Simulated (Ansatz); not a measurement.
# GeEtH3 (C₂H₈Ge): inputs that go wrong

2 inputs were typed for GeEtH3 (C₂H₈Ge). Each is run as it stands; the log then has to tell whether the result can be used.

Method: the settings change from run to run; program: Ansatz 0.2.0, Gaussian basis.

## 1. The relaxed structure

An earlier B3LYP-D4/def2-SVP relaxation fixed the geometry.

11 atoms, charge 0, spin multiplicity 1.

Atoms are counted from 1 here; the program's logs count them from 0.

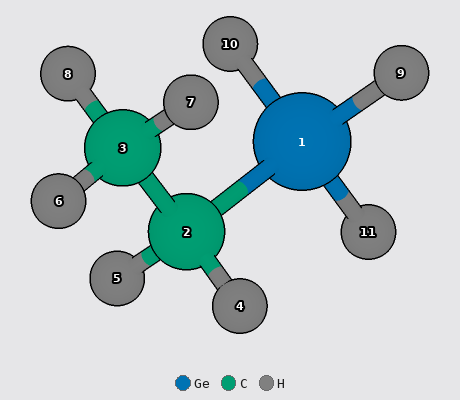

The geometry (germanium blue, carbon teal, hydrogen grey); atoms are numbered from 1 in the order of the file.

## 2. Input 1

in.yaml

```yaml
crystal:
  periodic: [false, false, false]
  atoms:
    - {symbol: Ge, position_ang: [-0.590677, -0.813242, -2.702141]}
    - {symbol: C, position_ang: [-0.532270, -0.787402, 1.029964]}
    - {symbol: C, position_ang: [0.992918, 1.405086, 2.147629]}
    - {symbol: H, position_ang: [0.237540, -2.619513, 1.658439]}
    - {symbol: H, position_ang: [-2.509636, -0.724649, 1.686379]}
    - {symbol: H, position_ang: [0.974819, 1.366440, 4.231462]}
    - {symbol: H, position_ang: [2.985955, 1.337748, 1.543749]}
    - {symbol: H, position_ang: [0.231065, 3.252216, 1.556178]}
    - {symbol: H, position_ang: [2.139290, -0.879932, -3.741541]}
    - {symbol: H, position_ang: [-1.892406, 1.604457, -3.700826]}
    - {symbol: H, position_ang: [-2.036597, -3.141210, -3.709312]}
basis:
  gaussian: {orbitals: def2-SVP}
total_charge: 1
magnetization: {spin_polarized: true, initial_magnetization: 1}
hamiltonian: {xc: {name: wB97X}}
output: {forces: true}
```

Run with:

```bash
> ansatz run in.yaml --threads 4 --pin off --events-out ev --progress --plain --max-ram 3916MiB
```

Output:

```text
Functional definition: wB97X
  name "wB97X"
  cite "Chai & Head-Gordon, J. Chem. Phys. 128, 084106 (2008) doi:10.1063/1.2834918"
  cite "Becke, J. Chem. Phys. 107, 8554 (1997) doi:10.1063/1.475007"
  parameter omega = 0.3/bohr
  parameter cx = 0.157706
  parameter cx1 = 0.726479
  parameter cx2 = 1.04760
  parameter cx3 = -5.70635
  parameter cx4 = 13.2794
  parameter css1 = -4.33879
  parameter css2 = 18.2308
  parameter css3 = -31.7430
  parameter css4 = 17.2901
  parameter cos1 = 2.37031
  parameter cos2 = -11.3995
  parameter cos3 = 6.58405
  parameter cos4 = -3.78132
  # The coefficients of nought are those of the uniform gas.
  exchange = spin_sum(e_x_unif_sr(omega)*poly(b97_u_x, 1 - cx, cx1, cx2, cx3, cx4)) + cx*exact_x_sr(omega)
      + exact_x_lr(omega)
  correlation = spin_sum(e_c_pw_same_spin*poly(b97_u_same, 1, css1, css2, css3, css4))
      + integral(e_c_pw_opposite_spin*poly(b97_u_opposite, 1, cos1, cos2, cos3, cos4))
1012 factors; integrals over basis functions are off by at most 7.3e-4 eV
302 factors; integrals over basis functions are off by at most 1.8e-5 eV
mean field evaluation 1: about -58654.4747 eV, gradient 3.1e1 eV
mean field evaluation 2: about -58438.5262 eV, gradient 9.7e1 eV
mean field evaluation 4: about -58662.6590 eV, gradient 1.9e1 eV
mean field evaluation 8: about -58668.3656 eV, gradient 2.4e0 eV
mean field evaluation 16: about -58670.8630 eV, gradient 2.9e0 eV
mean field evaluation 32: about -58671.3554 eV, gradient 8.5e-6 eV
mean field evaluation 64: about -58670.9052 eV, gradient 1.1e0 eV
mean field evaluation 96: about -58671.0758 eV, gradient 2.2e-6 eV
mean field evaluation 128: about -58671.3560 eV, gradient 2.3e-1 eV
mean field evaluation 160: about -58671.1278 eV, gradient 2.1e0 eV
mean field evaluation 192: about -58665.7180 eV, gradient 1.0e1 eV
Error: SIGTERM received: run cancelled behind 211 evaluations of the mean field
```

It took 91 s on 4 threads of Intel Xeon at 2.50GHz, shared host.

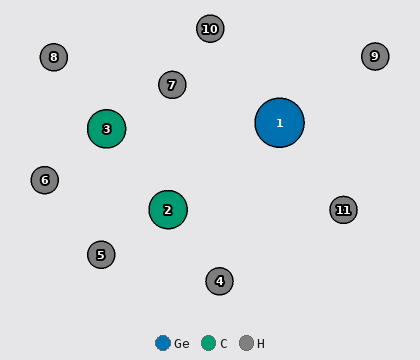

The geometry of this input.

Diagnosis: The run hit its time limit. The coordinates are in bohr but typed as ångström. The shortest distance is 2.08 Å (C3–H7), against 1.10 Å in the relaxed molecule. It also asks for charge 1 and multiplicity 2, another species or state than the molecule above. Cure: take the coordinates from the file in ångström, and set charge and spin to those of the species named.

## 3. Input 2

in.yaml

```yaml
crystal:
  periodic: [false, false, false]
  atoms:
    - {symbol: Ge, position_ang: [-0.290679, -0.436349, -1.413693]}
    - {symbol: C, position_ang: [-0.280572, -0.416876, 0.586829]}
    - {symbol: C, position_ang: [0.479320, 0.726874, 1.126258]}
    - {symbol: H, position_ang: [0.121773, -1.363493, 0.870466]}
    - {symbol: H, position_ang: [-1.342921, -0.391911, 0.888224]}
    - {symbol: H, position_ang: [0.502718, 0.730111, 2.227422]}
    - {symbol: H, position_ang: [1.543895, 0.757831, 0.806947]}
    - {symbol: H, position_ang: [0.111545, 1.727435, 0.845084]}
    - {symbol: H, position_ang: [1.161087, -0.516595, -2.016541]}
    - {symbol: H, position_ang: [-1.019818, 0.894332, -1.948029]}
    - {symbol: H, position_ang: [-1.086880, -1.618218, -1.971428]}
basis:
  gaussian: {orbitals: def2-TZVP}
hamiltonian: {xc: {name: HF}}
correlation: {active_space: {window: {electrons: 6, orbitals: 2}}}
scf: {omitted_lower_state_checks: [starts]}
output: {forces: true}
```

Launched as before.

Output:

```text
Functional definition: HF
  name "HF"
  cite "Fock, Z. Phys. 61, 126 (1930) doi:10.1007/BF01340294"
  parent pbe
  exchange = exact_x
  correlation = 0
these checks for a lower state are left out or cut short: starts
1116 factors; integrals over basis functions are off by at most 1.3e-3 eV
mean field evaluation 1: about -58658.8664 eV, gradient 3.0e1 eV
mean field evaluation 2: about -58658.9641 eV, gradient 3.0e1 eV
mean field evaluation 4: about -58661.5524 eV, gradient 3.4e0 eV
mean field evaluation 8: about -58661.5918 eV, gradient 2.0e-1 eV
mean field -58661.59191979 eV, -2155.7737407972 hartree, gradient 1.5e-6 eV, S^2 0.000000; 0 other end points of the search recorded, 0 dependent functions left out
reference -58661.59191979 eV, -2155.7737407972 hartree; 26, 26 occupied and 132, 132 virtual orbitals, 1116 factors
Error: 6 electrons in 2 orbitals form no window around the highest filled level of the reference
```

It took 2.3 s on 4 threads of Intel Xeon at 2.50GHz, shared host.

What is wrong: The run stopped with an error. The active space doesn't fit the electrons. Its coordinates are also moved off the relaxed structure (shortest distance 1.07 Å, against 1.10 Å), and have to be restored too. To mend it, choose a window whose electrons and orbitals fit the reference.

## 4. How the tries ended

```
input           level                ended                                              cause   time
    1  wB97X/def2-SVP              timeout  the coordinates are in bohr but typed as ångström   91 s
    2    HF/def2-TZVP  stopped by an error         the active space doesn't fit the electrons  2.3 s
```

1 timeout, 1 stopped by an error.
